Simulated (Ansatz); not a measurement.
# AlBH₃ (doublet): wB97M-V, B2PLYP, RPA-PBE over vertical spin and charge gaps and displaced geometries, cc-pVDZ, part 2 of 2

Ansatz 0.2.0, Gaussian basis; cc-pVDZ, all electrons in the functionals, frozen cores in the correlation of double hybrids and RPA.

### 13 B2PLYP, displaced geometry v2

Contents of in.yaml:

```yaml
crystal:
  periodic: [false, false, false]
  atoms:
    - {symbol: B, position_ang: [0.113968, -0.000552, 1.371787]}
    - {symbol: Al, position_ang: [-0.050906, 0.007822, -0.611242]}
    - {symbol: H, position_ang: [0.025714, 1.019373, 1.960614]}
    - {symbol: H, position_ang: [0.108823, -1.123846, 1.978828]}
    - {symbol: H, position_ang: [0.005764, -0.099004, -2.290677]}
basis:
  gaussian: {orbitals: cc-pVDZ}
magnetization: {spin_polarized: true, initial_magnetization: 1}
hamiltonian: {xc: {name: B2PLYP}}
correlation: {electrons: outside_noble_gas}
```

Run with:

```sh
$ ansatz run in.yaml --threads 1 --pin off --events-out ev --progress --plain --max-ram 2393MiB
```

Output, cut to the lines that bear on the results:

```text
Functional definition: B2PLYP
  name "B2PLYP"
  cite "Grimme, J. Chem. Phys. 124, 034108 (2006) doi:10.1063/1.2148954"
  cite "Becke, Phys. Rev. A 38, 3098 (1988) doi:10.1103/PhysRevA.38.3098"
  cite "Lee, Yang & Parr, Phys. Rev. B 37, 785 (1988) doi:10.1103/PhysRevB.37.785"
[...]
441 factors; integrals over basis functions are off by at most 9.9e-4 eV
[...]
mean field -7313.61089913 eV, -268.7702431997 hartree, gradient 6.4e-6 eV, S^2 0.755163; 0 other end points of the search recorded, 0 dependent functions left out
6 core orbitals not correlated: weight in the atoms' cores, before any rotation towards them, 1.000 or more for the frozen orbitals, at most 0.000 for the correlated occupied ones
reference -7313.61104463 eV, -268.7702485465 hartree; 5, 4 occupied and 36, 37 virtual orbitals, 441 factors
second order -4.93677526 eV of doubles, -0.00000000 eV of singles
Total energy: -7314.94397395 eV, -268.8192327955 hartree
```

Wall time 3 s (1 thread of Arm Neoverse N1, shared host).

From the report: ⟨S²⟩ of the determinant 0.755 (pure doublet: 0.75).

From charge 0, doublet: +2.9 kcal/mol.

### 14 RPA-PBE, charge 0, doublet

Contents of in.yaml:

```yaml
crystal:
  periodic: [false, false, false]
  atoms:
    - {symbol: B, position_ang: [0.000000, 0.000000, 1.378062]}
    - {symbol: Al, position_ang: [0.000000, 0.000000, -0.616560]}
    - {symbol: H, position_ang: [0.000000, 1.043975, 1.963476]}
    - {symbol: H, position_ang: [0.000000, -1.043975, 1.963476]}
    - {symbol: H, position_ang: [0.000000, 0.000000, -2.203146]}
basis:
  gaussian: {orbitals: cc-pVDZ}
magnetization: {spin_polarized: true, initial_magnetization: 1}
hamiltonian: {xc: {name: PBE}}
correlation: {method: rpa, electrons: outside_noble_gas}
```

The command is unchanged.

Output, cut to the lines that bear on the results:

```text
Functional definition: PBE
  name "PBE"
  cite "Perdew, Burke & Ernzerhof, Phys. Rev. Lett. 77, 3865 (1996) doi:10.1103/PhysRevLett.77.3865"
  parent pbe
[...]
441 factors; integrals over basis functions are off by at most 9.5e-4 eV
[...]
mean field -7314.30442527 eV, -268.7957298149 hartree, gradient 4.7e-6 eV, S^2 0.753350; 5 other end points of the search recorded, 0 dependent functions left out
6 core orbitals not correlated: weight in the atoms' cores, before any rotation towards them, 1.000 or more for the frozen orbitals, at most 0.000 for the correlated occupied ones
reference -7299.28723372 eV, -268.2438582046 hartree; 5, 4 occupied and 36, 37 virtual orbitals, 441 factors
Total energy: -7307.56382801 eV, -268.5480174348 hartree
```

Run time: 6.5 s. Hardware: 1 thread of Arm Neoverse N1, shared host.

From the report: ⟨S²⟩ of the determinant 0.753 (pure doublet: 0.75).

### 15 RPA-PBE, charge 0, quartet

in.yaml, as its differences from that of step 14:

```diff
@@ -10,3 +10,3 @@
   gaussian: {orbitals: cc-pVDZ}
-magnetization: {spin_polarized: true, initial_magnetization: 1}
+magnetization: {spin_polarized: true, initial_magnetization: 3}
 hamiltonian: {xc: {name: PBE}}
```

Launched as before.

Output, cut to the lines that bear on the results:

```text
Functional definition: PBE
  name "PBE"
  cite "Perdew, Burke & Ernzerhof, Phys. Rev. Lett. 77, 3865 (1996) doi:10.1103/PhysRevLett.77.3865"
  parent pbe
[...]
441 factors; integrals over basis functions are off by at most 9.5e-4 eV
[...]
mean field -7310.68643942 eV, -268.6627712875 hartree, gradient 5.0e-6 eV, S^2 3.753145; 10 other end points of the search recorded, 0 dependent functions left out
6 core orbitals not correlated: weight in the atoms' cores, before any rotation towards them, 1.000 or more for the frozen orbitals, at most 0.000 for the correlated occupied ones
reference -7295.67885728 eV, -268.1112528164 hartree; 6, 3 occupied and 35, 38 virtual orbitals, 441 factors
Total energy: -7303.81140014 eV, -268.4101182540 hartree
```

It took 12 s on 1 thread of Arm Neoverse N1, shared host.

From the report: ⟨S²⟩ of the determinant 3.753 (pure quartet: 3.75).

From charge 0, doublet: +86.5 kcal/mol.

### 16 RPA-PBE, charge 1, singlet

in.yaml, as its differences from that of step 15:

```diff
@@ -10,3 +10,3 @@
   gaussian: {orbitals: cc-pVDZ}
-magnetization: {spin_polarized: true, initial_magnetization: 3}
+total_charge: 1
 hamiltonian: {xc: {name: PBE}}
```

Launched as before.

Output:

```text
Functional definition: PBE
  name "PBE"
  cite "Perdew, Burke & Ernzerhof, Phys. Rev. Lett. 77, 3865 (1996) doi:10.1103/PhysRevLett.77.3865"
  parent pbe
  parameter kappa = 0.804
  parameter beta = 0.06672455060314922
  exchange = pbe_x(kappa = kappa, mu = beta*pi^2/3)
  correlation = pbe_c(beta = beta)
441 factors; integrals over basis functions are off by at most 9.5e-4 eV
mean field evaluation 1: about -7302.6034 eV, gradient 3.1e1 eV
mean field evaluation 2: about -7302.5993 eV, gradient 3.1e1 eV
mean field evaluation 4: about -7306.7754 eV, gradient 5.2e0 eV
mean field evaluation 8: about -7306.9571 eV, gradient 5.6e-2 eV
mean field -7306.95708704 eV, -268.5257201152 hartree, gradient 4.4e-6 eV, S^2 0.000000; 0 other end points of the search recorded, 0 dependent functions left out
6 core orbitals not correlated: weight in the atoms' cores, before any rotation towards them, 1.000 or more for the frozen orbitals, at most 0.000 for the correlated occupied ones
reference -7293.05663546 eV, -268.0148879420 hartree; 4, 4 occupied and 37, 37 virtual orbitals, 441 factors
Total energy: -7300.38085103 eV, -268.2840478997 hartree
```

It took 1.7 s on 1 thread of Arm Neoverse N1, shared host.

From charge 0, doublet: +165.6 kcal/mol.

### 17 RPA-PBE, charge 1, triplet

in.yaml, as its differences from that of step 16:

```diff
@@ -11,2 +11,3 @@
 total_charge: 1
+magnetization: {spin_polarized: true, initial_magnetization: 2}
 hamiltonian: {xc: {name: PBE}}
```

Launched as before.

Output, cut to the lines that bear on the results:

```text
Functional definition: PBE
  name "PBE"
  cite "Perdew, Burke & Ernzerhof, Phys. Rev. Lett. 77, 3865 (1996) doi:10.1103/PhysRevLett.77.3865"
  parent pbe
[...]
441 factors; integrals over basis functions are off by at most 9.5e-4 eV
[...]
mean field -7304.52008970 eV, -268.4361621148 hartree, gradient 3.7e-6 eV, S^2 2.004074; 3 other end points of the search recorded, 0 dependent functions left out
6 core orbitals not correlated: weight in the atoms' cores, before any rotation towards them, 1.000 or more for the frozen orbitals, at most 0.000 for the correlated occupied ones
reference -7290.05989853 eV, -267.9047598910 hartree; 5, 3 occupied and 36, 38 virtual orbitals, 441 factors
Total energy: -7297.62266991 eV, -268.1826866127 hartree
```

Wall time 5.5 s (1 thread of Arm Neoverse N1, shared host).

From the report: ⟨S²⟩ of the determinant 2.004 (pure triplet: 2.00).

From charge 0, doublet: +229.2 kcal/mol.

### 18 RPA-PBE, displaced geometry v1

Contents of in.yaml:

```yaml
crystal:
  periodic: [false, false, false]
  atoms:
    - {symbol: B, position_ang: [0.003182, 0.010176, 1.389218]}
    - {symbol: Al, position_ang: [0.002349, -0.005967, -0.616557]}
    - {symbol: H, position_ang: [0.050313, 1.097318, 1.920866]}
    - {symbol: H, position_ang: [-0.052464, -1.053446, 1.950668]}
    - {symbol: H, position_ang: [-0.094849, 0.006708, -2.267443]}
basis:
  gaussian: {orbitals: cc-pVDZ}
magnetization: {spin_polarized: true, initial_magnetization: 1}
hamiltonian: {xc: {name: PBE}}
correlation: {method: rpa, electrons: outside_noble_gas}
```

Launched as before.

Output, cut to the lines that bear on the results:

```text
Functional definition: PBE
  name "PBE"
  cite "Perdew, Burke & Ernzerhof, Phys. Rev. Lett. 77, 3865 (1996) doi:10.1103/PhysRevLett.77.3865"
  parent pbe
[...]
441 factors; integrals over basis functions are off by at most 1.0e-3 eV
[...]
mean field -7314.29995132 eV, -268.7955654005 hartree, gradient 1.6e-6 eV, S^2 0.753471; 3 other end points of the search recorded, 0 dependent functions left out
6 core orbitals not correlated: weight in the atoms' cores, before any rotation towards them, 1.000 or more for the frozen orbitals, at most 0.000 for the correlated occupied ones
reference -7299.22889417 eV, -268.2417142659 hartree; 5, 4 occupied and 36, 37 virtual orbitals, 441 factors
Total energy: -7307.54762926 eV, -268.5474221416 hartree
```

It took 3.5 s on 1 thread of Arm Neoverse N1, shared host.

From the report: ⟨S²⟩ of the determinant 0.753 (pure doublet: 0.75).

From charge 0, doublet: +0.4 kcal/mol.

### 19 RPA-PBE, displaced geometry v2

Contents of in.yaml:

```yaml
crystal:
  periodic: [false, false, false]
  atoms:
    - {symbol: B, position_ang: [0.113968, -0.000552, 1.371787]}
    - {symbol: Al, position_ang: [-0.050906, 0.007822, -0.611242]}
    - {symbol: H, position_ang: [0.025714, 1.019373, 1.960614]}
    - {symbol: H, position_ang: [0.108823, -1.123846, 1.978828]}
    - {symbol: H, position_ang: [0.005764, -0.099004, -2.290677]}
basis:
  gaussian: {orbitals: cc-pVDZ}
magnetization: {spin_polarized: true, initial_magnetization: 1}
hamiltonian: {xc: {name: PBE}}
correlation: {method: rpa, electrons: outside_noble_gas}
```

Same command.

Output, cut to the lines that bear on the results:

```text
Functional definition: PBE
  name "PBE"
  cite "Perdew, Burke & Ernzerhof, Phys. Rev. Lett. 77, 3865 (1996) doi:10.1103/PhysRevLett.77.3865"
  parent pbe
[...]
441 factors; integrals over basis functions are off by at most 9.9e-4 eV
[...]
mean field -7314.22730485 eV, -268.7928956919 hartree, gradient 3.1e-6 eV, S^2 0.753640; 3 other end points of the search recorded, 0 dependent functions left out
6 core orbitals not correlated: weight in the atoms' cores, before any rotation towards them, 1.000 or more for the frozen orbitals, at most 0.000 for the correlated occupied ones
reference -7299.12557214 eV, -268.2379172510 hartree; 5, 4 occupied and 36, 37 virtual orbitals, 441 factors
Total energy: -7307.46732699 eV, -268.5444710875 hartree
```

Run time: 3.7 s. Hardware: 1 thread of Arm Neoverse N1, shared host.

From the report: ⟨S²⟩ of the determinant 0.754 (pure doublet: 0.75).

From charge 0, doublet: +2.2 kcal/mol.

### 20 Against the wave-function levels

The yardstick is UCCSDT(Q), where the cluster series has nearly closed. It comes from earlier runs at the same points. Energies in kcal/mol, counted from charge 0, doublet; blanks weren't run or aren't comparable.

```
    level  doublet to quartet  ionisation to the singlet cation  ionisation to the triplet cation  displacement v1  displacement v2
UCCSDT(Q)                88.2                             160.5                             226.2              0.5              2.5
  wB97M-V                94.2                             160.9                             230.3              0.9              3.0
   B2PLYP                91.6                             161.6                             228.2              0.8              2.9
  RPA-PBE                86.5                             165.6                             229.2              0.4              2.2
```

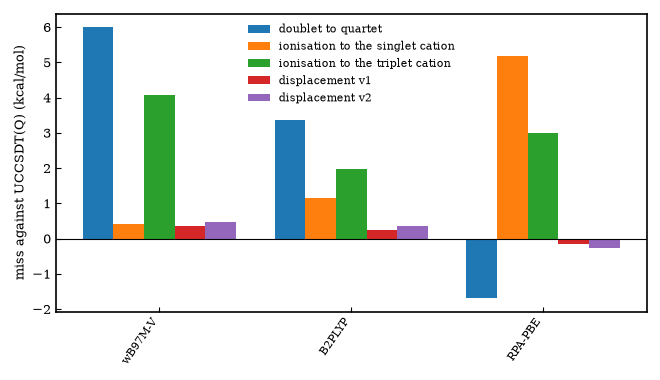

Misses of the gaps against UCCSDT(Q).

Largest miss and mean time a point (UCCSDT(Q) took 54 s a point; shared hosts):

```
  level  largest miss (kcal/mol)                             where  time a point
wB97M-V                     +6.0                doublet to quartet          14 s
 B2PLYP                     +3.4                doublet to quartet         3.3 s
RPA-PBE                     +5.2  ionisation to the singlet cation         5.4 s
```

### 21 Summary of results

This closing draws on all 2 parts.

| quantity | value |
| --- | --- |
| doublet to quartet, UCCSDT(Q) | 88.2 kcal/mol |
| ionisation to the singlet cation, UCCSDT(Q) | 160.5 kcal/mol |
| ionisation to the triplet cation, UCCSDT(Q) | 226.2 kcal/mol |
| displacement v1, UCCSDT(Q) | 0.5 kcal/mol |
| displacement v2, UCCSDT(Q) | 2.5 kcal/mol |
| largest miss, wB97M-V | +6.0 kcal/mol (doublet to quartet) |
| largest miss, B2PLYP | +3.4 kcal/mol (doublet to quartet) |
| largest miss, RPA-PBE | +5.2 kcal/mol (ionisation to the singlet cation) |

**Reading.** Of the functionals, B2PLYP keep the smallest largest miss at the points compared (at most 3.4 kcal/mol) and wB97M-V strays most (6.0 kcal/mol, at doublet to quartet). Functionals and the yardstick converge differently with the basis, so part of each miss in cc-pVDZ is the basis.
